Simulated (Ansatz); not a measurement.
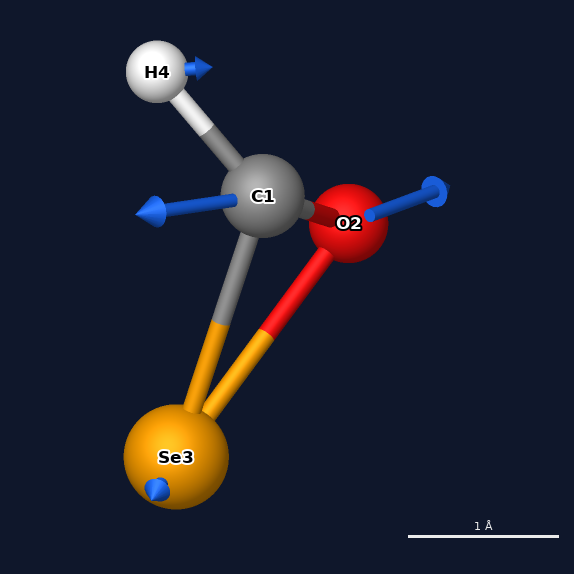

Arrows show the forces on the atoms, 0.5 Å of arrow for 1 eV/Å; forces under a tenth of the largest aren't drawn. Charge 0, doublet. Level of theory: r2SCAN-D4/def2-TZVPP (Ansatz 0.2.0).

> Along which bond is the force strongest?

C1–O2, now 1.258 Å: the forces push its atoms apart, so a first step downhill lengthens it.

List the force components in the frame of the picture (x right, y up, z towards the viewer), in eV/Å.

```
atom     Fx     Fy     Fz
  C1  −1.32  −0.19   1.07
  O2   1.08   0.40  −1.44
 Se3  −0.14  −0.24   0.34
  H4   0.37   0.03   0.03
```
